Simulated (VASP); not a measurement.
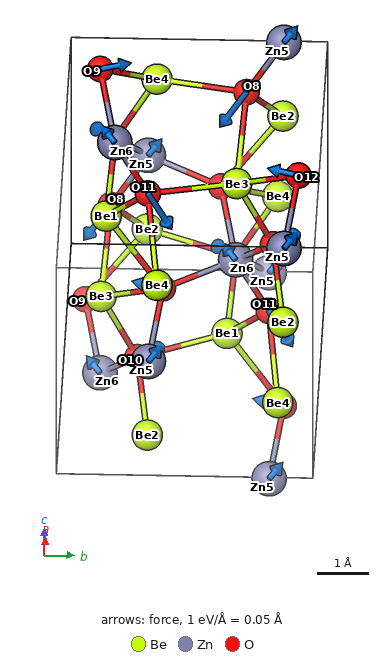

Starting geometry of a crystal of Be$_{2}$ZnO$_{3}$ (a generated structure, set up in Cmc2_1) with the computed forces as blue arrows. Style: ball-and-stick. Shown: the conventional cell (2 times the calculation's cell), from a free direction. Lengths and directions refer to the drawn axes.

The run lets cell and atoms move.

These are results of VASP, Kohn-Sham DFT of a periodic cell, PBE, VASP PAW PBE potentials, recommended, not measurements.

Input file:
```
PREC = Normal
ENCUT = 520
EDIFF = 1E-4
ISMEAR = 0
SIGMA = 0.15
LREAL = Auto
LASPH = True
NELM = 60
ALGO = Fast
ISIF = 3
LWAVE = False
LCHARG = False
GGA = PE
IBRION = 2
NSW = 24
EDIFFG = -0.08
```

Run as
```bash
cat potpaw_PBE.64/Be/POTCAR potpaw_PBE.64/Zn/POTCAR potpaw_PBE.64/O/POTCAR > POTCAR
mpirun -np 1 vasp_std > vasp.out
```

Question: Is this structure relaxed? If not, where do the atoms go?

Answer: It isn't relaxed: the largest force vector, on O atoms, is 22.00 eV/Å. The atoms end up moving mostly along the starting forces (cosine between the two patterns 0.88). Over 23 geometry steps the energy falls by 23.172 eV per cell of the calculation. The largest force component goes from 19 to 0.041 eV/Å. The pressure goes from 66.04 to −0.03 GPa. The largest moves relative to the cell, 0.64 Å, are those of O atoms. By element the largest moves are O 0.64 Å, Zn 0.04 Å, Be 0.04 Å. The drawn cell changes as follows: a 8.800 → 8.736 Å (−0.7 %), b 5.080 → 5.016 Å (−1.3 %), c 4.770 → 4.633 Å (−2.9 %); the volume changes by −4.8 %. Among the contacts that change: O–Zn 1.504 → 1.996 Å, O–Zn 3.088 → 2.623 Å, O–Zn 1.598 → 2.013 Å, Be–O 2.063 → 1.674 Å. Bond angles that change, for instance: Be–O–Be 96.3° → 129.9°, Zn–O–Zn 125.2° → 93.1°, Be–O–Zn 120.5° → 101.9°. The space group stays Cmc2_1 (No. 36). At step 1 the optimiser overshot: the energy rose above the start, and later steps came back.
